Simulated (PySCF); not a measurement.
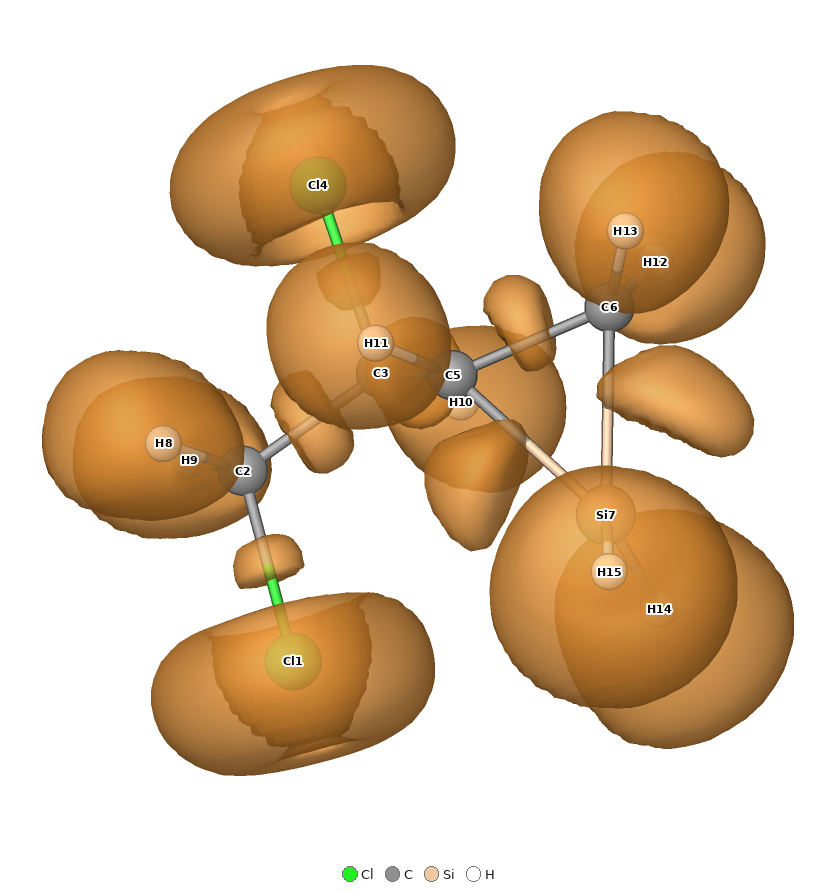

The picture shows: C4H8Cl2Si. Isosurface of the ELF at 0.8 (orange), seen at a tilt. Core shells and regions of very low density are left out.

Geometry: GFN2-xTB.

Level of theory: PBE0/pcSseg-1, SCF density, gas phase, non-relativistic (PySCF).

```xyz
15

Cl    1.9141    1.8597   -0.1799
C     2.0411    0.0869   -0.2294
C     0.6879   -0.5178   -0.5554
Cl    0.9924   -2.3021   -0.7647
C    -0.3381   -0.2861    0.4969
C    -1.8009   -0.5955    0.1437
Si   -1.4726    1.2354    0.4175
H     2.3889   -0.2415    0.7505
H     2.7822   -0.1622   -0.9888
H     0.3395   -0.1755   -1.5325
H    -0.0190   -0.6522    1.4671
H    -1.9609   -0.9704   -0.8582
H    -2.3429   -1.1830    0.8709
H    -1.3806    2.0878   -0.7507
H    -1.8355    1.8246    1.6910
```

### What do the ELF domains correspond to?

The surface consists of three regions between bonded C–C atoms (shared pairs), two regions between bonded C–Cl atoms (shared pairs), one region between bonded C–Si atoms (shared pairs), eight regions around hydrogen nuclei, one region on Si in which the atom's valence shell and bonds are merged and two rings or bowls of non-bonding electrons around Cl.

Values along the shortest contacts:
C–C (1.49 Å): the ELF peaks at about 0.95 between the atoms: localised, covalent bonding. C–Cl (1.78 Å): the ELF peaks at about 0.90 between the atoms, as expected for localised, covalent bonding.
